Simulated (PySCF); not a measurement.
# WOCl₂: structure of the triplet

Aim: relax WOCl₂ as a triplet from a trigonal planar start, check by its vibrations whether the end is a minimum, and collect its spectrum and constants.

Program: PySCF 2.14.0. Level of theory: PBE0, basis W def2-TZVP with ECP60, O def2-TZVP, Cl def2-TZVP, scalar-relativistic core potentials, no spin–orbit coupling, density fitting. These are calculated values, not measurements.

### 1 Starting geometry

4 atoms, charge 0, spin multiplicity 3.

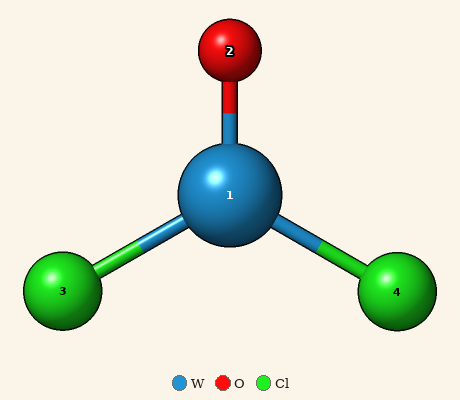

Start geometry, drawn with tungsten blue, oxygen red, chlorine green; atoms are numbered from 1 in the order of the file.

Coordinates in bohr (charge 0 multiplicity 3):
```
W    -0.3796    0.0000    0.0000
O    -3.7245    0.0000    0.0000
Cl    1.8502   -3.8623    0.0000
Cl    1.8502    3.8622    0.0000
```

### 2 The SCF at the typed geometry

One driver script runs all steps and calls PySCF; scf.py shows how it sets up the SCF of each step. The optimiser is the driver's own. After this first run the driver tries any further starts and a stability analysis.

scf.py reads:

```python
from pyscf import gto, scf, dft
mol = gto.M(atom='''
W     -0.200880     0.000000     0.000000
O     -1.970910    -0.000010     0.000000
Cl     0.979110    -2.043820     0.000000
Cl     0.979110     2.043810     0.000000''',
    basis={'W': 'def2-TZVP', 'O': 'def2-TZVP', 'Cl': 'def2-TZVP'},
    ecp={'W': 'def2-TZVP'},
    charge=0, spin=2)
mf = dft.UKS(mol, xc='PBE0')
mf.grids.atom_grid = (50, 194)
aux = {'W': 'def2-universal-JKFIT', 'O': 'def2-universal-JKFIT', 'Cl': 'def2-universal-JKFIT'}
mf = mf.density_fit(auxbasis=aux)
mf.conv_tol = 1e-08
mf.diis_space = 10
mf.max_cycle = 60
mf.init_guess = 'minao'
mf.verbose = 4
mf.kernel()
```

Started as:

```console
$ OMP_NUM_THREADS=4 python axn.py task.json out
```

Output:

```text
init E= -1042.75263549641
[... the frontier-level lines of each cycle are left out ...]
cycle= 1 E= -1062.09212982972  delta_E= -19.3  |g|= 0.977  |ddm|= 5.37
cycle= 2 E= -1054.45760584005  delta_E= 7.63  |g|= 3.69  |ddm|= 2.47
cycle= 3 E= -1062.48712070419  delta_E= -8.03  |g|= 0.215  |ddm|= 2.09
cycle= 4 E= -1062.4924584733  delta_E= -0.00534  |g|= 0.206  |ddm|= 0.326
cycle= 5 E= -1062.50962457125  delta_E= -0.0172  |g|= 0.057  |ddm|= 0.172
cycle= 6 E= -1062.51108618527  delta_E= -0.00146  |g|= 0.0299  |ddm|= 0.0563
cycle= 7 E= -1062.51153993203  delta_E= -0.000454  |g|= 0.00885  |ddm|= 0.0187
cycle= 8 E= -1062.51163448558  delta_E= -9.46e-05  |g|= 0.00321  |ddm|= 0.0123
cycle= 9 E= -1062.51166227312  delta_E= -2.78e-05  |g|= 0.00153  |ddm|= 0.00744
cycle= 10 E= -1062.51167278547  delta_E= -1.05e-05  |g|= 0.000553  |ddm|= 0.00638
cycle= 11 E= -1062.51167358684  delta_E= -8.01e-07  |g|= 0.000173  |ddm|= 0.00187
cycle= 12 E= -1062.51167362623  delta_E= -3.94e-08  |g|= 6.49e-05  |ddm|= 0.000349
cycle= 13 E= -1062.51167363305  delta_E= -6.82e-09  |g|= 1.75e-05  |ddm|= 0.000163
Extra cycle  E= -1062.51167363308  delta_E= -2.82e-11  |g|= 2.48e-05  |ddm|= 3.19e-05
converged SCF energy = -1062.51167363308  <S^2> = 2.0347214  2S+1 = 3.023059
```

This step, with its further starts and checks, took 22 s on 4 threads of Arm Neoverse V1, shared host.

Energies from each starting density:

```
                      start   energy (Eh)
    the minimal-basis guess  -1062.511674
a thermally smeared density  -1062.511674
      a smeared PBE density  -1062.511674
```

No lower solution of this spin turned up from the other starts or in the test of internal stability.

### 3 Relaxing the triplet from the trigonal planar start

The program finds C2v symmetry in the start, which this walk keeps. The walk stops when the largest gradient is under 0.0003 Eh/bohr and the energy has settled too.

Changes to scf.py since step 2:

```diff
@@ -3,4 +3,4 @@
-W     -0.200880     0.000000     0.000000
-O     -1.970910    -0.000010     0.000000
-Cl     0.979110    -2.043820     0.000000
-Cl     0.979110     2.043810     0.000000''',
+W     -0.200880    -0.000000     0.000000
+O     -1.970910    -0.000001     0.000000
+Cl     0.979111    -2.043814     0.000000
+Cl     0.979108     2.043816     0.000000''',
@@ -17 +16,0 @@
-mf.init_guess = 'minao'
```

The optimiser's trace:

```
step   energy (Eh)  change (kJ/mol)  largest symmetric gradient (Eh/bohr)
   0  -1062.511674             0.00                               0.09218
   1  -1062.524397           -33.40                               0.04311
   2  -1062.525653           -36.70                               0.00529
   3  -1062.525705           -36.84                               0.00062
   4  -1062.525721           -36.88                               0.00069
   5  -1062.525736           -36.92                               0.00048
   6  -1062.525736           -36.92                               0.00008
```

The walk took 26 s.

Positions (Å) and forces (eV/Å) along the way:

```
step 0
W   -0.201   0.000   0.000  -3.197   0.000   0.000
O   -1.971   0.000   0.000   4.740   0.000   0.000
Cl   0.979  -2.044   0.000  -0.771   1.314   0.000
Cl   0.979   2.044   0.000  -0.771  -1.314   0.000
step 1
W   -0.217   0.000   0.000   2.217   0.000   0.000
O   -1.868   0.000   0.000  -1.687   0.000   0.000
Cl   0.936  -1.987   0.000  -0.265   0.301   0.000
Cl   0.936   1.987   0.000  -0.265  -0.301   0.000
step 3
W   -0.191   0.000   0.000  -0.005   0.000   0.000
O   -1.868   0.000   0.000   0.024   0.000   0.000
Cl   0.923  -1.980   0.000  -0.009  -0.032   0.000
Cl   0.923   1.980   0.000  -0.009   0.032   0.000
step 6
W   -0.181   0.000   0.000   0.004   0.000   0.000
O   -1.857   0.000   0.000  -0.004   0.000   0.000
Cl   0.912  -1.993   0.000   0.000   0.000   0.000
Cl   0.912   1.993   0.000   0.000   0.000   0.000
```

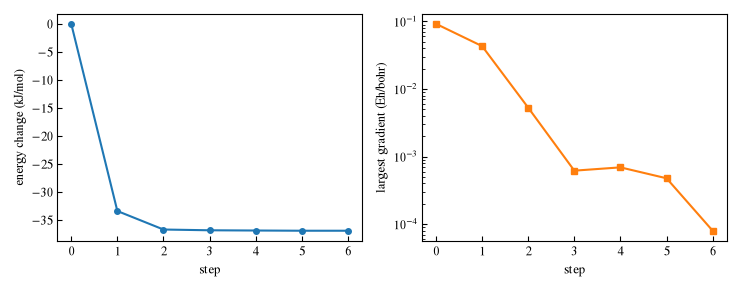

How energy and gradient fall.

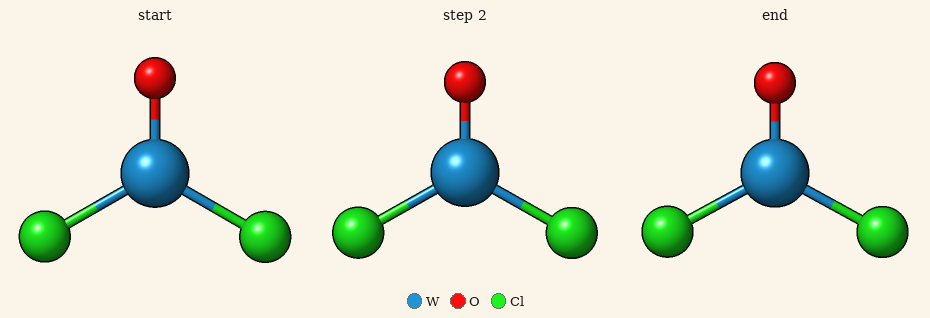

The geometry along the walk, at one scale.

End point (C2v, 6 steps, 36.9 kJ/mol gained): W–Cl 2.273 Å (×2), W–O 1.677 Å; Cl–W–Cl 122.5°, Cl–W–O 118.7° (×2).

### 4 Is it a minimum? Harmonic modes

On the finer grid the gradient is checked again; gradients at displacements of ±0.02 bohr then give force constants and infrared intensities.

Changes to scf.py since step 3:

```diff
@@ -3,4 +3,4 @@
-W     -0.200880    -0.000000     0.000000
-O     -1.970910    -0.000001     0.000000
-Cl     0.979111    -2.043814     0.000000
-Cl     0.979108     2.043816     0.000000''',
+W     -0.187150    -0.000000     0.000000
+O     -1.863939    -0.000001     0.000000
+Cl     0.912318    -1.989611     0.000000
+Cl     0.912315     1.989612     0.000000''',
@@ -11 +11 @@
-mf.grids.atom_grid = (50, 194)
+mf.grids.atom_grid = (75, 302)
@@ -14 +14 @@
-mf.conv_tol = 1e-08
+mf.conv_tol = 1e-10
```

This SCF starts from the last density.

Log of the central SCF (cycles and frontier levels):

```text
init E= -1062.5258224612
[... the frontier-level lines of each cycle are left out ...]
cycle= 1 E= -1062.5258224612  delta_E= 1.59e-12  |g|= 1.56e-06  |ddm|= 2.01e-06
Extra cycle  E= -1062.5258224612  delta_E= -2.27e-13  |g|= 2.62e-06  |ddm|= 3.37e-06
converged SCF energy = -1062.5258224612  <S^2> = 2.018801  2S+1 = 3.012508
```

The whole step took 89 s.

Geometry: C2v; W–Cl 2.273 Å (×2), W–O 1.677 Å; Cl–W–Cl 122.1°, Cl–W–O 118.9° (×2).

Modes, for the most abundant isotopes:

| symmetry | ω (cm⁻¹) | IR (km/mol) | μ (u) | type |
| --- | --- | --- | --- | --- |
| a1 | 100 | 0.7 | 39.25 | bend |
| b1 | 105 | 8.9 | 25.84 | bend |
| b2 | 186 | 4.7 | 18.43 | bend |
| a1 | 397 | 18.7 | 37.19 | stretch |
| b2 | 413 | 106 | 43.31 | stretch |
| a1 | 1065 | 147 | 17.25 | stretch |

μ is the mass of the mode for normalised Cartesian displacements, not the reduced mass of the usual diatomic formula.

All wavenumbers are real: a minimum.

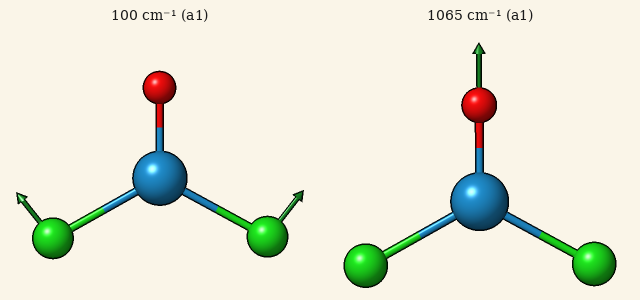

How the atoms move in 2 of the modes.

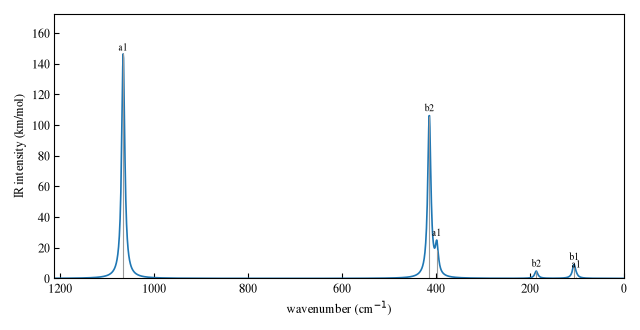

The harmonic infrared spectrum (widths in cm⁻¹). Lines are broadened to a width of 8 cm⁻¹ (Lorentzian).

Constants and moments:

| Property | Result |
| --- | --- |
| Dipole moment | 0.68 D |
| Highest occupied level | -6.92 eV |
| Lowest empty level | -3.40 eV |
| Rotational constants | 0.1402, 0.06089, 0.04245 cm⁻¹ |
| Zero-point energy | 13.6 kJ/mol |
| Principal polarisabilities | 48.3, 62.8, 81.5 bohr³ |
| Atomisation energy without zero-point energy | 1582 kJ/mol |
| Principal traceless quadrupole moments about the centre of mass | -3.57, -2.31, 5.88 D Å |
| Entropy at 298.15 K and 1 bar (electronic part: spin only) | 344.9 J/(mol K) |
| Heat capacity Cp at 298.15 K | 70.8 J/(mol K) |
| Enthalpy at 298.15 K above 0 K | 16.95 kJ/mol |
| Rotational symmetry number | 2 |
| Spin squared ⟨S²⟩ | 2.019 |

Populations by atom (charges in e):

```tsv
atom	Mulliken	Löwdin	polar tensor	spin (Mulliken)	Mayer order to W1
W1	1.09	0.16	1.75	2.11	–
O2	-0.42	-0.23	-0.71	-0.16	2.20
Cl3,4	-0.33	0.03	-0.52	0.03	1.09
```

Outer orbital energies (eV). α occupied: -11.67, -10.93, -10.40, -10.20, -10.08, -9.78, -8.00, -6.92; empty: -2.95, -1.91, -1.40, 0.01. β occupied: -12.24, -11.85, -11.68, -10.47, -10.24, -10.06, -9.99, -9.82; empty: -3.40, -2.70, -2.10, -1.34.

Mulliken populations on W1 (outside its core potential): s 2.58, p 6.31, d 3.93, f 0.10.

### 5 Outcome

```
                                          quantity                                                               value
                                           minimum                                                        triplet, C2v
                                          geometry  W–Cl 2.273 Å (×2), W–O 1.677 Å; Cl–W–Cl 122.1°, Cl–W–O 118.9° (×2)
                                wavenumbers (cm⁻¹)         100 (a1), 105 (b1), 186 (b2), 397 (a1), 413 (b2), 1065 (a1)
                                     dipole moment                                                              0.68 D
highest occupied, lowest empty level (either spin)                                                     -6.92, -3.40 eV
                         polar-tensor charge of W1                                                             +1.75 e
                                 zero-point energy                                                         13.6 kJ/mol
                               entropy at 298.15 K                                                     344.9 J/(mol K)
         atomisation energy (no zero-point energy)                                                         1582 kJ/mol
                                              ⟨S²⟩                                                               2.019
```

**Reading.** The trigonal planar start keeps its C2v symmetry and ends in a minimum. In the infrared the band at 1065 cm⁻¹ (a1, stretch) leads. Most of the spin sits on W1 (Mulliken spin 2.11, against 2 for the whole molecule). Only this shape and spin were tried, so other structures or states may lie lower. One determinant may miss the lowest occupation of an open d or f shell. Spin–orbit coupling, left out here, can matter for elements this heavy.

The search up to here took 2.3 min.
